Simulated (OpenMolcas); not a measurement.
**Single-point calculation of H₂O₂ (charge +1)**

- system: H₂O₂, charge +1, multiplicity 2
- method: HF/STO-3G, UHF (OpenMolcas 26.06)

The geometry is that of the parent species in another charge or spin state. The geometry comes from this level: PBE0-D4/def2-TZVP.

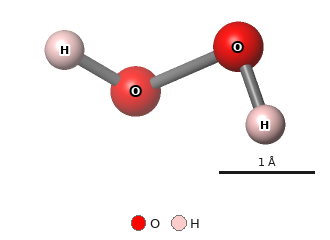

The structure as given in the input (ball-and-stick view, seen at a tilt). Bond lengths as drawn: H–O 0.96 Å and O–O 1.43 Å.

**Input**
```
&gateway
 baslib = $CurrDir
 basisset
 O.STO-3G....
 O1 -0.486800 -0.581100 0.030600 angstrom
 O2 0.048300 0.728400 0.206900 angstrom
 End of Basis
 basisset
 H.STO-3G....
 H3 0.186400 -1.117000 0.467400 angstrom
 H4 0.252100 0.969800 -0.704900 angstrom
 End of Basis

&seward

&scf
 uhf
 charge = 1
 spin = 2
 thresholds = 1e-10 1e-07 1e-07 1e-05
 prorbitals = 1 1
```

Run as:
```bash
export MOLCAS_MEM=1860
pymolcas calc.inp > calc.log
```

**What the program printed**
```
--- Start Module: gateway ---

                                              &GATEWAY

                       available to each process: 1.9 GB of memory, 1 thread

 Basis Set     1 Label: O.STO-3G....
 Basis set is read from library:.
 basistype.tbl is not found

 Basis Set     2 Label: H.STO-3G....
 Basis set is read from library:.
 basistype.tbl is not found

++    Symmetry information:
      ---------------------

                    Character Table for C1

                             E
                    a        1  x, y, xy, Rz, z, xz, Ry, yz, Rx, I
--

++    Basis set information:
      ----------------------

      Basis set label: O.STO-3G.........

      Electronic valence basis set:
      ------------------
      Associated Effective Charge   8.000000 au
      Associated Actual Charge      8.000000 au
      Nuclear Model: Point charge

      Shell  nPrim  nBasis  Cartesian Spherical Contaminant
         s       6       2        X
         p       3       1        X

      Basis set label: H.STO-3G.........

      Electronic valence basis set:
      ------------------
      Associated Effective Charge   1.000000 au
      Associated Actual Charge      1.000000 au
      Nuclear Model: Point charge

      Shell  nPrim  nBasis  Cartesian Spherical Contaminant
         s       3       1        X
--

++    Molecular structure info:
      -------------------------

                    ************************************************
                    **** Cartesian Coordinates / bohr, angstrom ****
                    ************************************************

     Center  Label                x              y              z                     x              y              z
        1      O1              -0.919919      -1.098120       0.057826             -0.486800      -0.581100       0.030600
        2      O2               0.091274       1.376477       0.390984              0.048300       0.728400       0.206900
        3      H3               0.352245      -2.110824       0.883258              0.186400      -1.117000       0.467400
        4      H4               0.476400       1.832656      -1.332068              0.252100       0.969800      -0.704900

                    ***************************************
                    *    InterNuclear Distances / bohr    *
                    ***************************************

               1 O1            2 O2            3 H3            4 H4
    1 O1       0.000000
    2 O2       2.693906        0.000000
    3 H3       1.823543        3.531530        0.000000
    4 H4       3.531425        1.823549        4.524834        0.000000

                    *******************************************
                    *    InterNuclear Distances / angstrom    *
                    *******************************************

               1 O1            2 O2            3 H3            4 H4
    1 O1       0.000000
    2 O2       1.425554        0.000000
    3 H3       0.964977        1.868805        0.000000
    4 H4       1.868749        0.964981        2.394439        0.000000

                    **************************************
                    *    Valence Bond Angles / degree    *
                    **************************************
                          Atom centers                 Phi
                      2 O2       1 O1       3 H3       101.09
                      1 O1       2 O2       4 H4       101.08

           ***************************************************************
           *              Valence Dihedral Angles / degree               *
           ***************************************************************
                    Atom centers                       Phi1     Phi2     Theta
           3 H3       1 O1       2 O2       4 H4        101.09   101.08   113.39
--

            Nuclear Potential Energy             37.28311876 au

--- Stop Module: gateway /rc=_RC_ALL_IS_WELL_ ---

--- Start Module: seward ---

                                              &SEWARD

                       available to each process: 1.9 GB of memory, 1 thread

               SEWARD will generate:
                  Multipole Moment integrals up to order  2
                  Kinetic Energy integrals
                  Nuclear Attraction integrals (point charge)
                  One-Electron Hamiltonian integrals
                  Velocity integrals
                  Orbital angular momentum around ( -0.3652   0.1227   0.1978 )
                  Velocity quadrupole around ( -0.3652   0.1227   0.1978 )
                  Two-Electron Repulsion integrals

                   Integrals are discarded if absolute value <: 1.00E-14
                   Integral cutoff threshold is set to       <: 1.00E-16

            Nuclear Potential Energy             37.28311876 au

      Basis set specifications :
      Symmetry species         a
      Basis functions           12

--- Stop Module: seward /rc=_RC_ALL_IS_WELL_ ---

--- Start Module: scf ---

                                                &SCF

                       available to each process: 1.9 GB of memory, 1 thread

++    Input section:
      --------------

      Header of the integral files:

      Cartesian coordinates in angstrom:
      -----------------------------------------------------
      No.  Label        X            Y            Z
      -----------------------------------------------------
       1   O1        -0.48680000  -0.58110000   0.03060000
       2   O2         0.04830000   0.72840000   0.20690000
       3   H3         0.18640000  -1.11700000   0.46740000
       4   H4         0.25210000   0.96980000  -0.70490000
      -----------------------------------------------------
      Nuclear repulsion energy =   37.28311876
--

++    Orbital specifications:
      -----------------------

      Symmetry species               1
                                     a
      Frozen orbitals                0
      Start temperature = 0.500
      End temperature   = 0.010
      Temperature Factor= 0.460
      Deleted orbitals               0
      Total number of orbitals      12
      Number of basis functions     12
--

      Molecular charge                           1.000

++    Optimization specifications:
      ----------------------------

      SCF Algorithm: Conventional USCF
      D(i)-D(i-1) density differences are used
      Number of density matrices in core                 5
      Maximum number of NDDO SCF iterations            400
      Maximum number of HF SCF iterations              400
      Threshold for SCF energy change             1.00E-10
      Threshold for density matrix                1.00E-07
      Threshold for Fock matrix                   1.00E-07
      Threshold for linear dependence             1.00E-09
      Threshold at which DIIS is turned on        1.50E-01
      Maximum depth in the DIIS procedure                5
      Maximum depth in the BFGS Hessian update          30
      Threshold at which QNR/C2DIIS is turned on  7.50E-02
      Threshold for Norm(delta) (QNR/C2DIIS)      1.00E-05
      All orbitals punched on: UHFORB
--

      Input vectors read from INPORB
      Orbital file label: *Guess orbitals

++ Convergence information
                               UHF SCF        iterations: Energy and convergence statistics

Iter     Tot. SCF        One-elec.       Two-elec.     Energy      Max Dij or  Max Fij      DNorm      TNorm      AccCon     Time
         Energy          Energy          Energy        Change      Delta Norm                                                in Sec.
   1  -145.247922631  -268.277768174    85.746726778   0.00E+00    9.21E-02*   1.78E-01*    6.36E+00   3.56E+01   None         0.
   2  -147.222087847  -273.004539620    88.499333008  -1.97E+00*   1.12E-01*   8.52E-02*    3.27E+00   3.61E+01   EDIIS        0.
   3  -148.120068928  -272.348194319    86.945006627  -8.98E-01*   1.79E-02*   2.91E-02*    1.83E+00   3.58E+01   EDIIS        0.
   4  -148.340802872  -272.171908944    86.547987307  -2.21E-01*   1.49E-02*   2.58E-02*    7.80E-01   3.58E+01   EDIIS        0.
   5  -148.430246001  -272.213786316    86.500421550  -8.94E-02*   4.59E-02*   3.43E-02*    7.18E-01   3.58E+01   EDIIS        0.
   6  -148.432956882  -272.248198437    86.532122790  -2.71E-03*   3.19E-02*   1.19E-02*    9.58E-02   3.58E+01   EDIIS        0.

       Fermi aufbau procedure completed!
      nOcc(alpha)=    9
      nOcc(beta) =    8

   7  -148.433384342  -272.256061348    86.539558241  -4.27E-04*   4.11E-03*   2.22E-02*    5.60E-02   3.58E+01   c2DIIS       0.
   8  -148.433704759  -272.265660573    86.548837050  -3.20E-04*   4.25E-03*   1.08E-03*    1.55E-02   3.58E+01   QNRc2DIIS    0.
   9  -148.433711483  -272.265018016    86.548187769  -6.72E-06*   5.80E-03*   7.57E-04*    7.08E-03   3.58E+01   QNRc2DIIS    0.
  10  -148.433714881  -272.264972896    86.548139250  -3.40E-06*   2.05E-03*   2.19E-04*    8.84E-03   3.58E+01   QNRc2DIIS    0.
  11  -148.433715204  -272.265490113    86.548656145  -3.23E-07*   2.61E-04*   4.47E-05*    3.26E-03   3.58E+01   QNRc2DIIS    0.
  12  -148.433715212  -272.265447695    86.548613718  -8.52E-09*   9.59E-05*   3.55E-05*    3.48E-04   3.58E+01   QNRc2DIIS    0.
  13  -148.433715218  -272.265425938    86.548591955  -5.44E-09*   6.40E-04*   2.55E-05*    1.44E-04   3.58E+01   QNRc2DIIS    0.
  14  -148.433715207  -272.265416240    86.548582268   1.05E-08*   1.47E-04*   2.16E-05*    8.29E-04   3.58E+01   QNRc2DIIS    0.
  15  -148.433715209  -272.265417899    86.548583926  -1.49E-09*   2.84E-05*   3.69E-06*    2.16E-04   3.58E+01   QNRc2DIIS    0.
  16  -148.433715209  -272.265421163    86.548587189  -1.35E-10*   3.84E-06    2.18E-06*    4.77E-05   3.58E+01   QNRc2DIIS    0.
  17  -148.433715209  -272.265419261    86.548585287  -8.87E-12    4.37E-06    2.21E-06*    6.15E-06   3.58E+01   QNRc2DIIS    0.
  18  -148.433715209  -272.265418954    86.548584980  -1.67E-11    1.67E-06    2.32E-06*    6.59E-06   3.58E+01   QNRc2DIIS    0.
  19  -148.433715209  -272.265419124    86.548585150  -6.42E-12    5.96E-07    2.31E-06*    2.43E-06   3.58E+01   QNRc2DIIS    0.
  20  -148.433715209  -272.265419143    86.548585169  -1.93E-12    8.40E-06    2.31E-06*    8.58E-07   3.58E+01   QNRc2DIIS    0.
  21  -148.433715209  -272.265419753    86.548585779  -3.21E-11    3.32E-06    2.42E-06*    1.26E-05   3.58E+01   QNRc2DIIS    0.
  22  -148.433715209  -272.265419729    86.548585755  -1.31E-11    3.73E-06    2.47E-06*    4.83E-06   3.58E+01   QNRc2DIIS    0.
  23  -148.433715209  -272.265419545    86.548585571  -1.49E-11    1.74E-04*   2.52E-06*    5.44E-06   3.58E+01   QNRc2DIIS    0.
  24  -148.433715209  -272.265419311    86.548585337   3.44E-10*   1.11E-06    2.87E-07*    2.50E-04   3.58E+01   QNRc2DIIS    0.
  25  -148.433715209  -272.265419344    86.548585371  -2.27E-13    2.06E-06    2.07E-07*    2.01E-06   3.58E+01   QNRc2DIIS    0.
  26  -148.433715209  -272.265419264    86.548585291  -2.84E-13    4.48E-07    3.89E-08     3.56E-06   3.58E+01   QNRc2DIIS    0.

       Convergence after  26 Iterations
--

 *****************************************************************************************************************************
 *                                             SCF/KS-DFT Program, Final results                                             *
 *                                                       Final Results                                                       *
 *****************************************************************************************************************************

::    Total SCF energy                               -148.4337152086
      One-electron energy                            -272.2654192642
      Two-electron energy                              86.5485852907
      Nuclear repulsion energy                         37.2831187648
      Kinetic energy (interpolated)                   145.6573754319
      Virial theorem                                    1.0190607566
      Total spin, S(S+1)                                0.7517002112
      Total spin, S                                     0.5008497446
      Max non-diagonal density matrix element           0.0000002364
      Max non-diagonal Fock matrix element              0.0000000778

      All orbitals with orbital energies smaller than  E(LUMO)+0.5 are printed

++    Molecular orbitals:
      -------------------

      Title: UHF orbitals (alpha)

      Molecular orbitals for symmetry species 1: a

          Orbital            1         2         3         4         5         6         7         8         9        10
          Energy          -20.9121  -20.9113   -1.9123   -1.6209   -1.1029   -1.0668   -0.9975   -0.9038   -0.8765   -0.0326
          Occ. No.          1.0000    1.0000    1.0000    1.0000    1.0000    1.0000    1.0000    1.0000    1.0000    0.0000

          Orbital           11        12
          Energy            0.1929    0.2182
          Occ. No.          0.0000    0.0000

--

      All orbitals with orbital energies smaller than  E(LUMO)+0.5 are printed

++    Molecular orbitals:
      -------------------

      Title: UHF orbitals (beta)

      Molecular orbitals for symmetry species 1: a

          Orbital            1         2         3         4         5         6         7         8         9        10
          Energy          -20.8967  -20.8962   -1.8402   -1.5335   -1.0377   -1.0360   -0.8776   -0.7462   -0.2908    0.0061
          Occ. No.          1.0000    1.0000    1.0000    1.0000    1.0000    1.0000    1.0000    1.0000    0.0000    0.0000

--

++    Molecular charges:
      ------------------

      Mulliken charges per centre and basis function type
      ---------------------------------------------------

                            O1                      O2                      H3                      H4
                     alpha        beta       alpha        beta       alpha        beta       alpha        beta
      1s           1.9484      1.9268      1.9484      1.9268      0.2881      0.3011      0.2881      0.3011
      2px          0.8133      0.5647      0.9220      0.5260      0.0000      0.0000      0.0000      0.0000
      2pz          0.9395      0.7107      0.7655      0.7370      0.0000      0.0000      0.0000      0.0000
      2py          0.5108      0.4967      0.5760      0.5091      0.0000      0.0000      0.0000      0.0000
      Total        4.2119      3.6990      4.2119      3.6989      0.2881      0.3011      0.2881      0.3011
      Total              7.9108                  7.9108                  0.5892                  0.5892

      Charge            0.0892                  0.0892                  0.4108                  0.4108

      Total electronic charge=   17.000000

      Total            charge=    1.000000
--

++    Molecular orbitals:
      -------------------

      Title: Natural orbitals

      Molecular orbitals for symmetry species 1: a

          Orbital            1         2         3         4         5         6         7         8         9        10
          Energy          -20.9005  -20.9020   -1.6964   -0.9551   -0.8542   -1.0875   -1.1903   -1.5448   -0.5966    0.0173
          Occ. No.          2.0000    2.0000    2.0000    2.0000    2.0000    1.9999    1.9996    1.9996    1.0000    0.0004

          Orbital           11        12
          Energy            0.2027    0.1967
          Occ. No.          0.0004    0.0001

--

++    Molecular properties:
      ---------------------

      Charge (e):
                      =    1.0000
      Dipole Moment (debye):
      Origin of the operator (angstrom)=   -0.1933    0.0649    0.1047
                   X=  1.7433E+00               Y= -5.8535E-01               Z= -9.4417E-01           Total=  2.0672E+00
      Center of Charge (angstrom)
                     X=    0.16969372               Y=   -0.05694429               Z=   -0.09189815
      Quadrupole Moment (debye*angstrom):
      Origin of the operator (angstrom)=   -0.1933    0.0649    0.1047
                  XX= -8.7765E+00              XY= -3.7544E-01              XZ= -8.1879E-01              YY= -4.7435E+00
                  YZ= -2.8400E+00              ZZ= -7.9583E+00
      In traceless form (debye*angstrom)
                  XX= -2.4256E+00              XY= -5.6316E-01              XZ= -1.2282E+00              YY=  3.6239E+00
                  YZ= -4.2600E+00              ZZ= -1.1982E+00
--

--- Stop Module: scf /rc=_RC_ALL_IS_WELL_ ---
--- Module scf spent 1 second ---

.##################.
.# Happy landing! #.
.##################.

    Timing: Wall=2.18 User=1.76 System=0.42
```

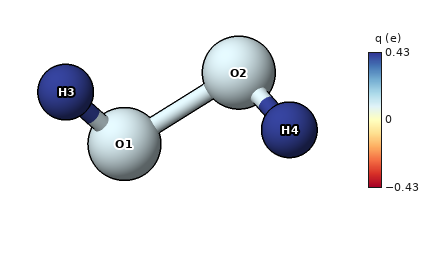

Mulliken charges, as the colour of each atom (ball-and-stick view, seen on its broad side; atoms are numbered from 1 in the order of the input). By element: O +0.09 and H +0.41 e.

**Results in brief**

| quantity | value |
| --- | --- |
| outcome | converged |
| total energy | −148.433715 hartree |
| basis functions | 12 |
| ⟨S²⟩ | 0.752 |
| hardware | 1 thread of Intel Xeon @ 2.50GHz (Skylake/Cascade Lake), 16 GiB of memory available, shared host |
| wall time | 2.4 s |
| peak memory | 0.37 GiB |
